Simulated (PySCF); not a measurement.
System: C4H11FOSi2 (SMILES C[SiH](C)[SiH2][C@H](F)C=O).

Input

```
{"job": {"kind": "nmr", "xc": "PBE0", "basis": "pcSseg-1"}, "charge": 0, "multiplicity": 1}
C     -1.741063    -1.632016     0.021346
Si    -1.181203     0.003379    -0.779737
C     -2.536046     1.317571    -0.533636
Si     0.777682     0.776613     0.223582
C      2.219504    -0.272385    -0.578575
F      1.852636    -1.607526    -0.536331
C      3.436234    -0.029172     0.205911
O      4.096849     0.976888     0.156277
H     -1.946291    -1.503875     1.081209
H     -2.645471    -2.016777    -0.442269
H     -0.973134    -2.393908    -0.074280
H     -1.024493    -0.223300    -2.232041
H     -2.262528     2.261866    -0.993955
H     -2.714869     1.508849     0.520665
H     -3.478252     1.002829    -0.971422
H      0.898354     0.524443     1.667607
H      1.207285     2.160661     0.010525
H      2.339799    -0.003127    -1.628880
H      3.665203    -0.841762     0.922034
```

Run with:

```sh
OMP_NUM_THREADS=1 python probes_run.py task.json out
```

Geometry: GFN2-xTB.

Level of theory: PySCF 2.14.0, PBE0/pcSseg-1, SCF density, gas phase, non-relativistic.

Q: What will maps of the electron density and electron localisation function show?

A: C–Si (1.90 Å): ρ at the midpoint is about 0.9 e/Å³; the ELF peaks at about 0.95 between the atoms, as expected for localised, covalent bonding.
Si–Si (2.33 Å): ρ at the midpoint is about 0.66 e/Å³; the ELF peaks at about 1 between the atoms (a covalent bond).
C–H (1.09 Å): ρ is about 1.9 e/Å³ halfway; the ELF climbs to about 1 towards the hydrogen, as it does in any bond to H: an ordinary covalent bond to hydrogen.

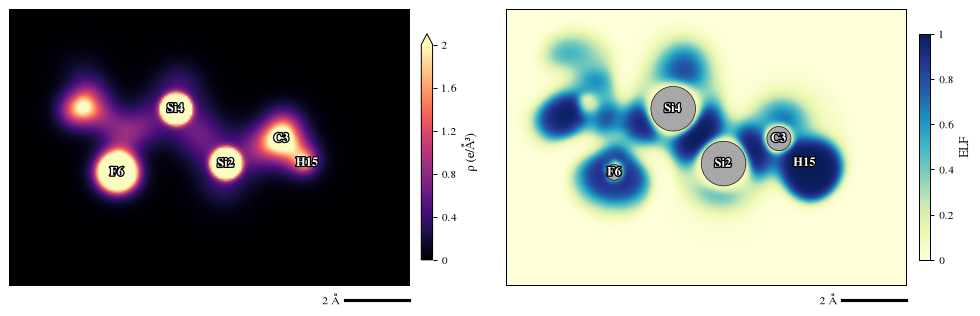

Computed electron density and electron localisation function on the plane of atoms C3, Si2 and Si4, in this order. Grey discs cover the atomic cores in the ELF map. 
